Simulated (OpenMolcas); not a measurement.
# One shape, several levels: triplet GeSiH4O

Wanted: a comparison of 6 runs (UHF/STO-3G, UB3LYP/6-31G*, UB3LYP/def2-SVP, UBLYP/def2-SVP, ROMP2/def2-SVP, ROCCSD(T)/def2-SVP) of triplet GeSiH4O. 

The calculation is run with OpenMolcas 26.06.

### 1 The structure to begin with

GeSiH4O has 7 atoms, charge 0, and is taken as a triplet. SMILES of the parent species: `[SiH3][O][GeH]`. The coordinates come from a PBE0-D4/def2-TZVP relaxation. This is one conformer, not always the lowest. That shape belongs to the parent species and isn't relaxed for this state.

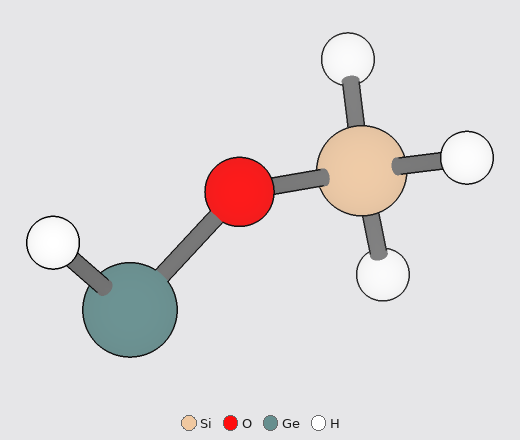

Viewed from a chosen angle; silicon light orange, oxygen red, germanium teal, hydrogen white.

### 2 A single-point energy at UHF/STO-3G (run 1)

coord.xyz reads:

```xyz
7

Si    -0.741700     0.650900    -0.296500
O      0.533500    -0.139300     0.373700
Ge     1.261400    -1.756200     0.134200
H     -1.409200    -0.197600    -1.323800
H     -0.260900     1.901300    -0.937500
H     -1.722500     0.988100     0.766400
H      2.400800    -1.515100     1.238000
```

run.input reads:

```
* GeH4OSi Hartree-Fock
&GATEWAY
BASLIB=$CurrDir
COORD=coord.xyz
BASIS=STO-3G
GROUP=NoSym
&SEWARD
&SCF
UHF
SPIN=3
THRESHOLDS=1e-10 1e-07 1e-07 1e-05
PRORBITALS=1
```

The basis set STO-3G is read from a file made from the Basis Set Exchange's data (not shown).

The run is started by

```
$ export MOLCAS_MEM=1860
$ pymolcas run.input > run.log
```

Output:

```text
--- Start Module: gateway ---
[...]
--- Stop Module: gateway /rc=_RC_ALL_IS_WELL_ ---
--- Start Module: seward ---
[...]
      Basis functions           36
--- Stop Module: seward /rc=_RC_ALL_IS_WELL_ ---
[...]
--- Start Module: scf ---
[...]
       Convergence after  21 Iterations
[...]
::    Total SCF energy                              -2413.4442223009
[...]
      Total spin, S                                     1.0031000877
[...]
      Total electronic charge=   58.000000
      Total            charge=   -0.000000
[...]
      Dipole Moment (debye):
      Origin of the operator (angstrom)=    0.6564   -0.9240    0.0602
                   X= -5.3202E-01               Y= -1.1860E+00               Z= -1.0882E+00           Total=  1.6952E+00
      Quadrupole Moment (debye*angstrom):
[...]
--- Stop Module: scf /rc=_RC_ALL_IS_WELL_ ---
[...]
```

Wall time 3.6 s (1 thread of AMD EPYC 7R43 (Zen 3), shared host); peak memory 0.37 GiB.

### 3 The energy at UB3LYP/6-31G(d) (spherical functions) (run 2)

calc.input reads:

```
* GeH4OSi Kohn-Sham DFT
>>> EXPORT MOLCAS_PRINT=2

&gateway
  baslib=$CurrDir
  basisset
  Si.6-31Gs....
  Si1 -0.741700 0.650900 -0.296500 angstrom
  End of Basis
  basisset
  O.6-31Gs....
  O2 0.533500 -0.139300 0.373700 angstrom
  End of Basis
  basisset
  Ge.6-31Gs....
  Ge3 1.261400 -1.756200 0.134200 angstrom
  End of Basis
  basisset
  H.6-31Gs....
  H4 -1.409200 -0.197600 -1.323800 angstrom
  H5 -0.260900 1.901300 -0.937500 angstrom
  H6 -1.722500 0.988100 0.766400 angstrom
  H7 2.400800 -1.515100 1.238000 angstrom
  End of Basis

&seward
  gridinput
  Grid=UltraFine
  End of Grid

&scf
  uhf
  spin=3
  ksdft=B3LYP
  thresholds=1e-10 1e-07 1e-07 1e-05
  prorbitals=1 1
```

The basis set 6-31G* is read from a file made from the Basis Set Exchange's data (not shown).

The run is started by

```
$ export MOLCAS_MEM=1860
$ pymolcas calc.input > calc.log
```

Output:

```text
--- Start Module: gateway ---
[...]
--- Stop Module: gateway /rc=_RC_ALL_IS_WELL_ ---
--- Start Module: seward ---
[...]
      Basis functions           72
--- Stop Module: seward /rc=_RC_ALL_IS_WELL_ ---
[...]
--- Start Module: scf ---
[...]
       Convergence after  20 Iterations
[...]
::    Total KS-DFT energy                           -2443.8290780084
[...]
      Total spin, S                                     1.0015713580
[...]
      Total electronic charge=   58.000000
      Total            charge=   -0.000000
[...]
      Dipole Moment (debye):
      Origin of the operator (angstrom)=    0.6564   -0.9240    0.0602
                   X= -8.0090E-02               Y= -6.4644E-01               Z= -4.1364E-01           Total=  7.7162E-01
      Quadrupole Moment (debye*angstrom):
[...]
--- Stop Module: scf /rc=_RC_ALL_IS_WELL_ ---
[...]
```

It took 41 s on 1 thread of AMD EPYC 7R43 (Zen 3), shared host; peak memory 0.42 GiB.

Runs 3 to 5 aren't shown in full; the table further down has their settings and results.

### 4 A single-point energy at ROCCSD(T)/def2-SVP (run 6)

run.inp reads:

```
>>> EXPORT MOLCAS_PRINT=2
&GATEWAY
BasLib=$CurrDir
Coord
7
bohr
Si    -1.40160987     1.23002273    -0.56030380
O      1.00816889    -0.26323885     0.70619065
Ge     2.38370053    -3.31873702     0.25360125
H     -2.66300205    -0.37340988    -2.50161944
H     -0.49302955     3.59293628    -1.77161824
H     -3.25505325     1.86723838     1.44828610
H      4.53685448    -2.86312405     2.33948094
Basis=def2-SVP
Group=NoSym
&SEWARD
&SCF
UHF
Spin=3
Thresholds=1e-10 1e-07 1e-07 1e-05
PrOrbitals=1 2
&RASSCF
FileOrb=$Project.UnaOrb
Spin=3
Nactel=2 0 0
Inactive=28
Ras2=2
OutOrbitals=Canonical
OrbListing=Few
&MOTRA
JobIph
Frozen=15
&CCSDT
CCT
Triples=3
Iterations=80
Accuracy=1e-08
Extrapolation=5 4
```

The basis set def2-SVP is read from a file made from the Basis Set Exchange's data (not shown).

The run is started by

```
$ export MOLCAS_MEM=1860
$ pymolcas run.inp > run.log
```

Output:

```text
--- Start Module: gateway ---
[...]
--- Stop Module: gateway /rc=_RC_ALL_IS_WELL_ ---
[...]
      Basis functions           84
[...]
       Convergence after  22 Iterations
[...]
::    Total SCF energy                              -2441.0499391755
[...]
      Total spin, S                                     1.0043344406
[...]
      Number of active orbitals                  2
[...]
      Spin quantum number                      1.0
[...]
      Active orbitals                            2
[...]
      Number of CSFs                             1
[...]
      Number of root(s) required                 1
[...]
      Convergence after 10 iterations
[...]
      printout of CI-coefficients larger than  0.05 for root  1
      energy=   -2441.046459
      conf/sym  11     Coeff  Weight
             1  uu   1.00000 1.00000
      Natural orbitals and occupation numbers for root  1
      sym 1:   1.000000   1.000000
      ************************************************************************************************************************
      *                                                    Final results                                                     *
[...]
::    RASSCF root number  1 Total energy:  -2441.04645920
[...]
      Total electronic charge=   58.000000
      Total            charge=   -0.000000
[...]
      Dipole Moment (debye):
      Origin of the operator (angstrom)=    0.6564   -0.9240    0.0602
                   X=  2.3184E-02               Y= -1.6392E+00               Z= -8.5470E-01           Total=  1.8488E+00
      Quadrupole Moment (debye*angstrom):
[...]
--- Start Module: motra ---
[...]
      *** WARNING: Default frozen orbitals is overwritten by user input.
      *** Default values:  17
[...]
--- Stop Module: motra /rc=_RC_ALL_IS_WELL_ ---
[...]
--- Start Module: ccsdt ---
[...]
      Convergence after                    21  Iterations
      Total energy (diff) :   -2441.55666989      -0.00000000
[...]
 METHOD                       : CCSD+T(CCSD)+<T3(1)WT1>+<T3(1)UT2> = CCSD(T)
[...]
       CCSD     =     -2441.5566698854705
[...]
--- Stop Module: ccsdt /rc=_RC_ALL_IS_WELL_ ---
[...]
```

Wall time 66 s (1 thread of AMD EPYC 7R43 (Zen 3), shared host); peak memory 0.46 GiB.

### 5 All runs side by side

```
run                                level  integration grid  frozen core orbitals   energy (Eh)  dipole moment (D)  HOMO energy (eV)   ⟨S²⟩  wall time
  1                           UHF/STO-3G                 –                     –  -2413.444222               1.70             -4.30  2.009      3.6 s
  2  UB3LYP/6-31G* (spherical functions)         UltraFine                     –  -2443.829078               0.77             -4.51  2.005       41 s
  3                      UB3LYP/def2-SVP         UltraFine                     –  -2443.725430               0.92             -4.53  2.005       48 s
  4                       UBLYP/def2-SVP         UltraFine                     –  -2443.691149               0.67             -3.44  2.003       50 s
  5                       ROMP2/def2-SVP                 –                    15  -2441.536431                  –                 –      –       22 s
  6                   ROCCSD(T)/def2-SVP                 –                    15  -2441.570142                  –                 –      –       66 s
```

### 6 What came out

```
             quantity           value
  run 6: total energy  -2441.57014 Eh
run 6: (T) correction      -13.47 mEh
```

What this shows: Over runs 1, 2, 3, 4 the dipole moment (its size) runs from 0.67 D (UBLYP/def2-SVP) to 1.70 D (UHF/STO-3G). The two ends differ in method and basis. Totals of different functionals can't be ranked against each other. In run 1 the basis is minimal, so the values are rough. All runs together took 3.8 min, the longest 66 s.
